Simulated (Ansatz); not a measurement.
**Energy against volume for Lu (hcp, Mg type)**

Lu (hcp, Mg type)

```xyz
2
Lattice="3.5044 0.0000 0.0000 -1.7522 3.0349 0.0000 0.0000 0.0000 5.4515" Properties=species:S:1:pos:R:3 pbc="T T T"
Lu     0.0000     2.0233     4.0886
Lu     1.7522     1.0116     1.3629
```

The volume is varied about the relaxed value V₀ at fixed cell shape. Symmetry pins the atoms to their sites.

The numbers are results of r2SCAN (plane waves to 500 eV, PAW, scalar-relativistic; Ansatz, an electronic-structure program), not measurements. k mesh 15×15×9 (Γ-centred), Fermi-Dirac smearing 0.05 eV. Energies are smeared free energies. With the shape held, the modulus is that of even scaling; a crystal free to change shape is softer. Lu is run without spin polarisation. Lu was relaxed with its symmetry unable to fall. The PAW data are Ansatz's earlier set. ΔE is measured from the relaxed starting cell.

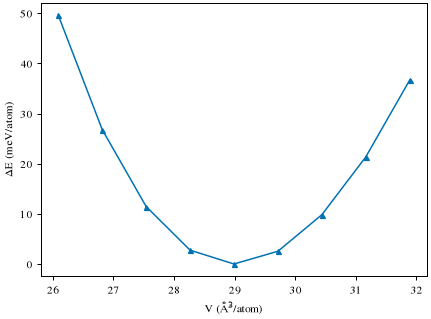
Fig. 1. ΔE (meV/atom) against V (Å³/atom); computed points joined by lines.

The energy cost of the largest expansion is 37 meV/atom and the bulk modulus at fixed cell shape B₀ (third-order Birch-Murnaghan fit) comes out as 46.8 GPa. The pressure derivative B₀′ (fit) comes out as 3.5, the energy cost of the largest compression is 50 meV/atom and the pressure for 5 % compression (fit) comes out as 2.6 GPa.

P = (3B₀/2)(x⁷ − x⁵)[1 + ¾(B₀′ − 4)(x² − 1)] with x = (1/0.95)^(1/3), B₀ = 46.8 GPa and B₀′ = 3.48.

(Under strain, the slope of the energy per volume gives the stress and its curvature an elastic modulus.)
